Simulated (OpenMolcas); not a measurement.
# CH4 (SMILES C) at CCSD(T)/aug-pcseg-1

What is the energy change on altering one bond length of CH4 at CCSD(T)/aug-pcseg-1? 

The results are computed with OpenMolcas 26.06.

## 1. The structure to begin with

The species is CH4 (5 atoms), meant as a singlet with charge 0. As SMILES, `C`. The shape is that of a PBE0-D4/def2-TZVP optimisation.

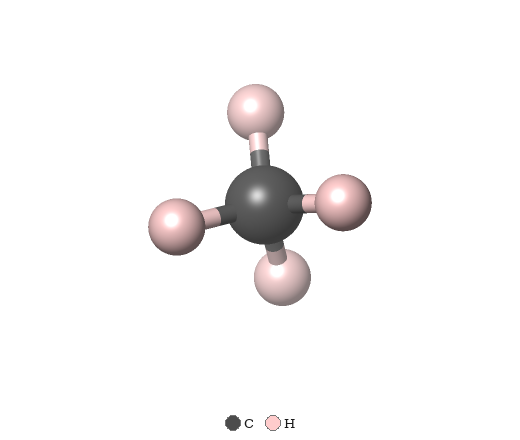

Viewed from a chosen angle; carbon dark grey, hydrogen pink.

## 2. A single-point energy at CCSD(T)/aug-pcseg-1

job.input reads:

```
&GATEWAY
BasLib=$CurrDir
Coord
5
angstrom
C        0.000000       0.000000       0.000000
H        0.159000      -0.243200       1.050200
H       -1.006700       0.395200      -0.132900
H        0.119700      -0.899500      -0.603300
H        0.728100       0.747400      -0.313900
Basis=aug-pcseg-1
Group=NoSym
&SEWARD
&SCF
PrOrbitals=1 1
&RASSCF
FileOrb=$Project.ScfOrb
Spin=1
Nactel=0 0 0
Inactive=5
Ras2=0
OutOrbitals=Canonical
OrbListing=Nothing
&MOTRA
JobIph
Frozen=1
&CCSDT
CCT
Triples=2
Iterations=50
Extrapolation=5 4
```

The basis set aug-pcseg-1 is read from a file made from the Basis Set Exchange's data (not shown).

On the command line:

```console
$ export MOLCAS_MEM=1860
$ pymolcas job.input > job.log
```

Log, cut to the lines that bear on the results:

```text
--- Start Module: gateway ---
[...]
--- Stop Module: gateway /rc=_RC_ALL_IS_WELL_ ---
[...]
      Basis functions           59
[...]
       Convergence after   9 Iterations
[...]
::    Total SCF energy                                -40.1891187891
[...]
      Total spin, S                                     0.0000000000
[...]
      Number of active orbitals                  0
[...]
      Spin quantum number                      0.0
[...]
      Active orbitals                            0
[...]
      Number of CSFs                             1
[...]
      Number of root(s) required                 1
[...]
      Convergence after  4 iterations
[...]
      Natural orbitals and occupation numbers for root  1
      ************************************************************************************************************************
      *                                                    Final results                                                     *
      ************************************************************************************************************************
[...]
::    RASSCF root number  1 Total energy:    -40.18911879
[...]
      Total electronic charge=   10.000000
      Total            charge=   -0.000000
[...]
      Dipole Moment (debye):
      Origin of the operator (angstrom)=    0.0000   -0.0000    0.0000
                   X=  2.3517E-05               Y=  3.1937E-05               Z=  2.6442E-05           Total=  4.7667E-05
      Quadrupole Moment (debye*angstrom):
[...]
--- Start Module: motra ---
[...]
      *** WARNING: Default frozen orbitals is overwritten by user input.
      *** Default values:   1
[...]
--- Stop Module: motra /rc=_RC_ALL_IS_WELL_ ---
--- Start Module: ccsdt ---
[...]
      Convergence after                    12  Iterations
      Total energy (diff) :     -40.37839491      -0.00000002
[...]
 METHOD                       : CCSD+T(CCSD)+<T3(1)WT1> = CCSD(T)
[...]
       CCSD     =       -40.3783949100299
[...]
--- Stop Module: ccsdt /rc=_RC_ALL_IS_WELL_ ---
[...]
```

It took 5.1 s on 1 thread of Arm Neoverse V2, shared host; peak memory 0.39 GiB.

## 3. The distorted shape, same level

job.input reads:

```
&GATEWAY
 BASLIB
 $CurrDir
 COORD
 5
 angstrom
 C        0.503310      -0.197584       0.066445
 H        0.662310      -0.440784       1.116645
 H       -1.006700       0.395200      -0.132900
 H        0.623010      -1.097084      -0.536855
 H        1.231410       0.549816      -0.247455
 BASIS
 aug-pcseg-1
 GROUP
 NoSym

&SEWARD

&SCF
 PRORBITALS
 1 1

&RASSCF
 FILEORB
 $Project.ScfOrb
 SPIN
 1
 NACTEL
 0 0 0
 INACTIVE
 5
 RAS2
 0
 OUTORBITALS
 Canonical
 ORBLISTING
 Nothing

&MOTRA
 JOBIPH
 FROZEN
 1

&CCSDT
 CCT
 TRIPLES
 2
 ITERATIONS
 50
 EXTRAPOLATION
 5 4
```

The basis set aug-pcseg-1 is read from a file made from the Basis Set Exchange's data (not shown).

On the command line:

```console
$ export MOLCAS_MEM=1860
$ pymolcas job.input > job.log
```

Log, cut to the lines that bear on the results:

```text
--- Start Module: gateway ---
[...]
--- Stop Module: gateway /rc=_RC_ALL_IS_WELL_ ---
[...]
      Basis functions           59
[...]
       Convergence after   9 Iterations
[...]
::    Total SCF energy                                -40.1047463329
[...]
      Total spin, S                                     0.0000000000
[...]
      Number of active orbitals                  0
[...]
      Spin quantum number                      0.0
[...]
      Active orbitals                            0
[...]
      Number of CSFs                             1
[...]
      Number of root(s) required                 1
[...]
      Convergence after  4 iterations
[...]
      Natural orbitals and occupation numbers for root  1
      ************************************************************************************************************************
      *                                                    Final results                                                     *
      ************************************************************************************************************************
[...]
::    RASSCF root number  1 Total energy:    -40.10474633
[...]
      Total electronic charge=   10.000000
      Total            charge=   -0.000000
[...]
      Dipole Moment (debye):
      Origin of the operator (angstrom)=    0.4717   -0.1852    0.0623
                   X=  7.0685E-01               Y= -2.7749E-01               Z=  9.3365E-02           Total=  7.6509E-01
      Quadrupole Moment (debye*angstrom):
[...]
--- Start Module: motra ---
[...]
      *** WARNING: Default frozen orbitals is overwritten by user input.
      *** Default values:   1
[...]
--- Stop Module: motra /rc=_RC_ALL_IS_WELL_ ---
--- Start Module: ccsdt ---
[...]
      Convergence after                    13  Iterations
      Total energy (diff) :     -40.30326712      -0.00000006
[...]
 METHOD                       : CCSD+T(CCSD)+<T3(1)WT1> = CCSD(T)
[...]
       CCSD     =       -40.3032671210932
[...]
--- Stop Module: ccsdt /rc=_RC_ALL_IS_WELL_ ---
[...]
```

Wall time 5.1 s (1 thread of Arm Neoverse V2, shared host); peak memory 0.39 GiB.

## 4. Summary of results

Level: CCSD(T)/aug-pcseg-1, 1 core orbital frozen.

| quantity | value |
| --- | --- |
| first shape: total energy | -40.38270 Eh |
| first shape: dipole moment (mean-field density) | 0.00 D |
| first shape: HOMO energy (Hartree–Fock orbitals) | -14.83 eV |
| first shape: LUMO energy (Hartree–Fock orbitals) | 0.88 eV |
| first shape: HOMO–LUMO gap (Hartree–Fock orbitals) | 15.71 eV |
| first shape: correlation energy (1 core orbital frozen) | -193.6 mEh |
| first shape: (T) correction | -4.30 mEh |
| distorted shape: total energy | -40.30902 Eh |
| distorted shape: dipole moment (mean-field density) | 0.77 D |
| distorted shape: HOMO energy (Hartree–Fock orbitals) | -11.81 eV |
| distorted shape: LUMO energy (Hartree–Fock orbitals) | 0.80 eV |
| distorted shape: HOMO–LUMO gap (Hartree–Fock orbitals) | 12.62 eV |
| distorted shape: correlation energy (1 core orbital frozen) | -204.3 mEh |
| distorted shape: (T) correction | -5.76 mEh |
| energy change with the C1–H3 bond stretched from 1.090 to 1.634 Å | 2.005 eV |

**Reading.** With the C1–H3 bond stretched from 1.090 to 1.634 Å the energy rises by 2.00 eV (193 kJ/mol). The first shape isn't relaxed at this level, so the change isn't measured from a minimum. Mulliken charges (first shape) of the mean-field density run from -0.99 on C1 to +0.25 on H2; in a basis this large or diffuse they mean little. The triples (first shape) make up 2.2 % of the correlation energy. The triples (distorted shape) make up 2.8 % of the correlation energy.
